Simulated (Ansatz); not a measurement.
Starting cell, TiSi₂ (C49 type, space group Cmcm):

```
CELL_PARAMETERS angstrom
      1.77297    -6.78252     0.00000
      1.77297     6.78252     0.00000
      0.00000     0.00000     3.57969
ATOMIC_POSITIONS crystal
  Si 0.94084 0.05916 0.75000
  Si 0.05916 0.94084 0.25000
  Si 0.25028 0.74972 0.75000
  Si 0.74972 0.25028 0.25000
  Ti 0.60320 0.39680 0.75000
  Ti 0.39680 0.60320 0.25000
```

In each cell atom 2 (Si, nearest neighbour Si at 2.404 Å; its periodic images, 3.5 Å or more away, move with it) moves by s·(1.000, 0.000, 0.000) (along Cartesian x), the rest being held.

These are PBE (plane waves to 420 eV, PAW, scalar-relativistic; Ansatz, an electronic-structure program) values and carry that method's errors. k mesh 11×11×11 (Γ-centred), Fermi-Dirac smearing 0.05 eV. The energy includes the smearing's −TS. With partly filled bands, energies and forces of such displacements shift with the k mesh and the smearing. F⊥ is the part of the force across the line. The PAW data are Ansatz's earlier set. This is one of several known forms of TiSi2; the measured ambient cells at hand have space group No. 70. TiSi2 is run without spin polarisation. TiSi2 was relaxed with its symmetry unable to fall. ΔE is measured from the undisplaced structure.

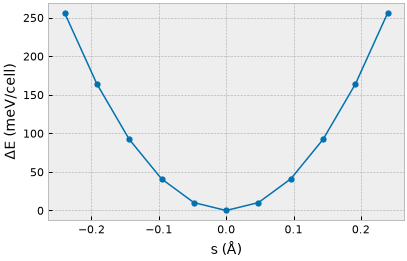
Figure. ΔE (meV/cell) against s (Å); computed points joined by lines.

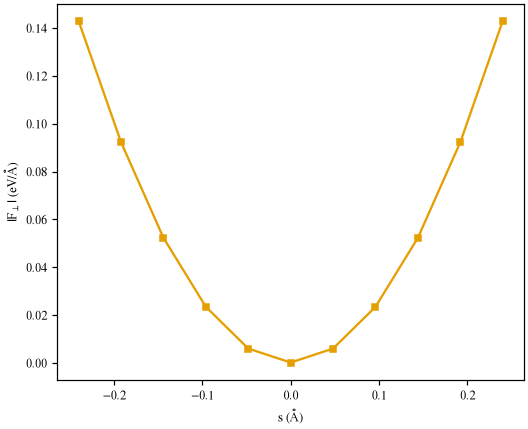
|F⊥| (eV/Å) against s (Å); computed points joined by lines.

The force constant k = d²E/ds² at s = 0 (finite differences) is 8.91 eV/Å². The energy at s = 0.240 Å comes out as 256 meV/cell and the force along the line at s = -0.240 Å is 2.13 eV/Å. Shape of the curve: a single well with its minimum at or next to zero displacement. Symmetry of the curve: even: the same for both signs.

The forces along the line at the two nearest points give (0.427 − (-0.427)) / (2·0.048) = 8.90 eV/Å²; the next pair corrects for the finite step.

(For displaced atoms, the force is minus the slope of the energy, and its curvature is a force constant, which sets phonon frequencies.)
